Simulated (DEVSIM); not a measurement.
Structure: Ti/SiO2/p-Si capacitor, at 300 K.

```csv
layer (left to right),material,thickness (nm),Na (cm⁻³)
1,SiO2,5.60,-
2,Si,960,1.8e17
```

Metal gate on the left, work function 4.33 eV. Fixed charge at the semiconductor interface -4.8e10 cm⁻² (in units of +e); no interface traps.

The device is made up for the run: typed textbook-type constants, with dimensions and the other settings drawn at random. Values at 300 K.

```tsv
parameter	SiO2	Si
gap (eV)	9	1.124
affinity (eV)	0.9	4.05
permittivity	3.9	11.7
Nc (cm⁻³)	-	2.86e19
Nv (cm⁻³)	-	3.1e19
```

Model (solved in DEVSIM): 1D Poisson equation in equilibrium, Boltzmann statistics, complete ionisation; no quantum confinement or tunnelling. Metal contacts follow the ideal Schottky-Mott rule: no Fermi-level pinning, no interface dipoles.

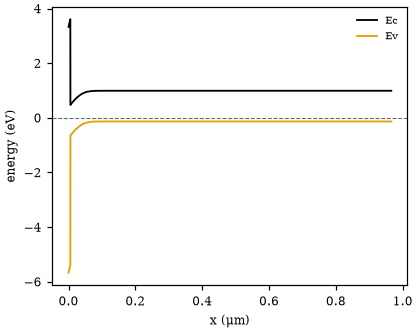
Fig. 1. Band edges at 0.1 V on the gate

Energies count from the Fermi level of the right contact; mesh points crowd at the junctions.

```tsv
x (μm)	Ec (eV)	Ev (eV)	n (cm⁻³)	p (cm⁻³)	field (V/cm)
0.000	3.330	-5.670	< 1e2	< 1e2	520000
0.0009111	3.377	-5.623	< 1e2	< 1e2	520000
0.002315	3.450	-5.550	< 1e2	< 1e2	520000
0.003882	3.532	-5.468	< 1e2	< 1e2	520000
0.005373	3.609	-5.391	< 1e2	< 1e2	520000
0.006304	0.483	-0.641	2.2e11	5.2e8	160000
0.007987	0.510	-0.614	7.8e10	1.5e9	160000
0.01299	0.586	-0.538	4.1e9	2.8e10	150000
0.02126	0.696	-0.428	5.7e7	2.0e12	120000
0.03642	0.850	-0.274	150000	7.7e14	80000
0.06733	0.978	-0.146	1100	1.1e17	12000
0.1560	0.991	-0.133	650	1.8e17	≈ 0
0.2925	0.991	-0.133	650	1.8e17	≈ 0
0.5465	0.991	-0.133	650	1.8e17	≈ 0
0.7923	0.991	-0.133	650	1.8e17	≈ 0
0.8750	0.991	-0.133	650	1.8e17	≈ 0
0.9201	0.991	-0.133	650	1.8e17	≈ 0
0.9422	0.991	-0.133	650	1.8e17	≈ 0
0.9566	0.991	-0.133	650	1.8e17	≈ 0
0.9616	0.991	-0.133	650	1.8e17	≈ 0
0.9640	0.991	-0.133	650	1.8e17	≈ 0
0.9656	0.991	-0.133	650	1.8e17	≈ 0
```
